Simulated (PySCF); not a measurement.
Consider C₆H₈F₂S (charge −1, doublet).

```xyz
17

C    -2.3202   -0.9802   -1.0047
C    -1.3199   -0.2474   -0.4515
C    -1.2171   -0.1529    1.0434
C    -0.3830    0.4368   -1.2672
C     0.7144    1.1990   -0.9331
S     1.3179    1.6250    0.6022
C     2.6427    0.0204    0.9801
F     2.4488   -0.5894    2.1842
F     3.9621    0.3714    0.9501
H    -3.0450   -1.5030   -0.4015
H    -2.4301   -1.0726   -2.0739
H    -2.0213   -0.7125    1.5214
H    -1.2701    0.8879    1.3598
H    -0.2620   -0.5444    1.3893
H    -0.5548    0.3405   -2.3373
H     1.2766    1.6398   -1.7507
H     2.4542   -0.7063    0.1795
```

Geometry: GFN2-xTB.

Theory: UKS B3LYP, pcH-1 on C F H S, non-relativistic, mean-field spin-orbit, GIAO (PySCF 2.14.0, density-fitted response routines).

What will maps of the electron density, electron localisation function and spin density show?

C–C (1.36 Å): ρ is about 2.2 e/Å³ halfway; the ELF peaks at about 0.95 between the atoms (a covalent bond).
C–S (1.70 Å): ρ at the midpoint is about 1.4 e/Å³; the ELF peaks at about 0.90 between the atoms; a covalent bond.
C–H (1.08 Å): the density is about 2 e/Å³ at the midpoint; the ELF climbs to about 1 towards the hydrogen, as it does in any bond to H; an ordinary covalent bond to hydrogen.
C–C (1.42 Å): the density is about 2 e/Å³ at the midpoint; the ELF peaks at about 0.95 between the atoms, as expected for a covalent bond.
The unpaired spin (1 electron) lies mostly on C1 (about 0.2), C4 (about 0.2), C7 (about 0.2), C5 (about 0.1) and S6 (about 0.1), in electrons by Hirshfeld's partition.

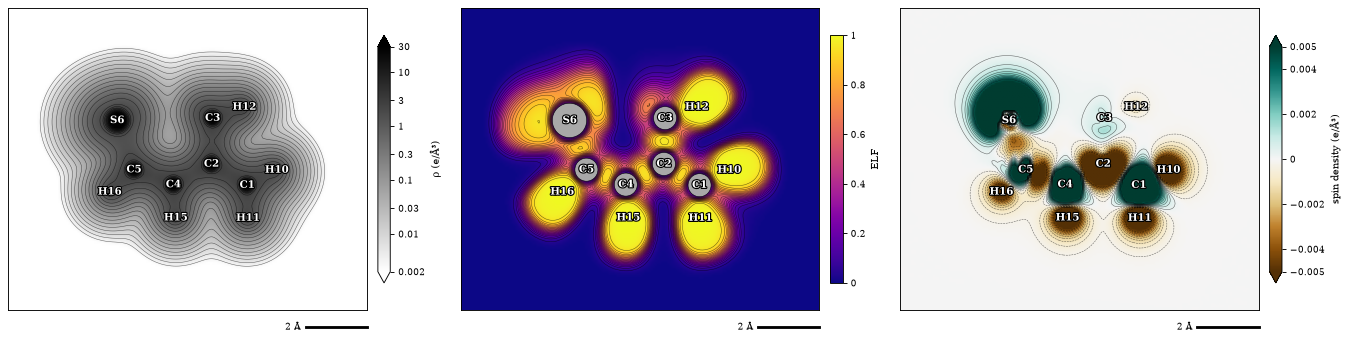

Computed electron density, electron localisation function and spin density on the plane of atoms C4, C5 and S6, in this order. Grey discs cover the atomic cores in the ELF map. 
